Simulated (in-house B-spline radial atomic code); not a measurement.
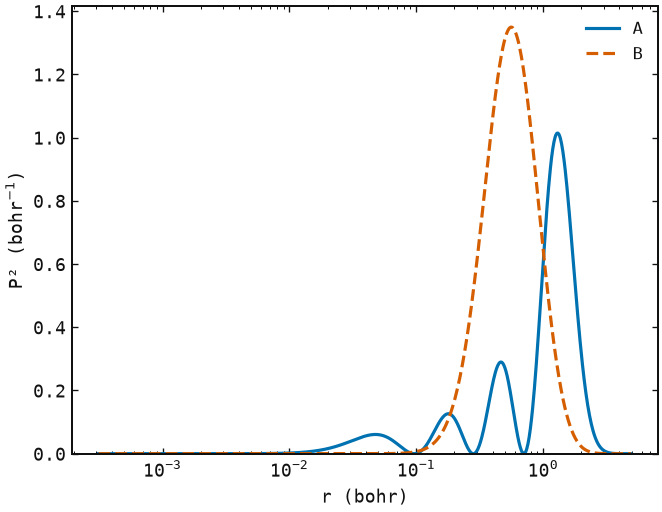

The Gd⁷⁺ ion; electrons: [Kr] 4d10 4f6 5s2 5p3 (open shells shared over both j by 2j + 1). Method: Dirac-Hartree-Fock, average of configuration, Fermi nucleus, basis-set limit; computed with an in-house B-spline radial code.

The plot shows the radial probability densities P² (large components) of 4f7/2 and 5p3/2.

Question: Which curve belongs to which orbital?

Answer: A is 5p3/2; B is 4f7/2. 4f7/2: outer maximum at 0.561 bohr, ⟨r⟩ = 0.756 bohr, 0 nodes, eigenvalue −117.2 eV; 5p3/2: outer maximum at 1.30 bohr, ⟨r⟩ = 1.41 bohr, 3 nodes, eigenvalue −117.5 eV.
